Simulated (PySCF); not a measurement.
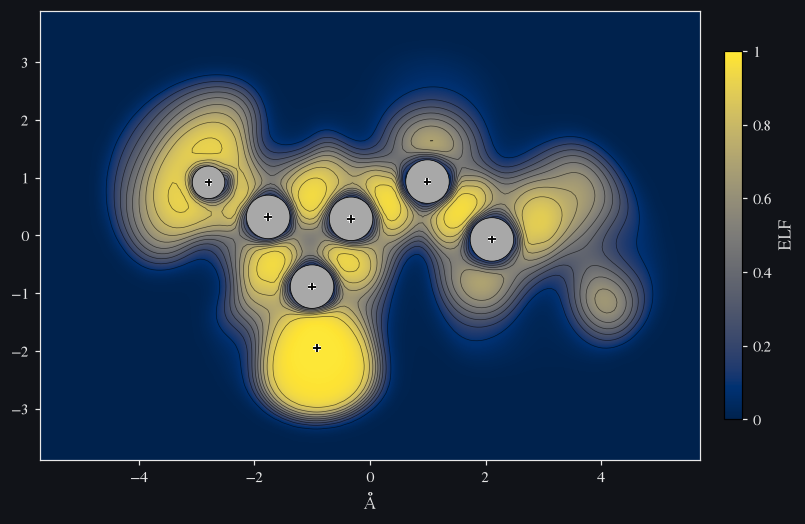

The ELF on a plane through atoms (crosses mark nuclei in the plane; grey discs cover the cores).

The calculation used PBE0/def2-SVPD, SCF density, gas phase (PySCF 2.14.0).

Candidates:
A. C$_{6}$H$_{6}$O (SMILES C=CCc1cc1=O)
B. C$_{7}$H$_{12}$ (SMILES C=CCC=C(C)C)

**Which system is this?**

Candidate A: C$_{6}$H$_{6}$O on the plane of atoms C6, C5 and H13, which holds C, O and H. C–O (1.19 Å): the ELF peaks at about 0.85 between the atoms (a multiple bond). C–H (1.07 Å): the ELF climbs to about 1 towards the hydrogen, as it does in any bond to H; a covalent bond by its length.
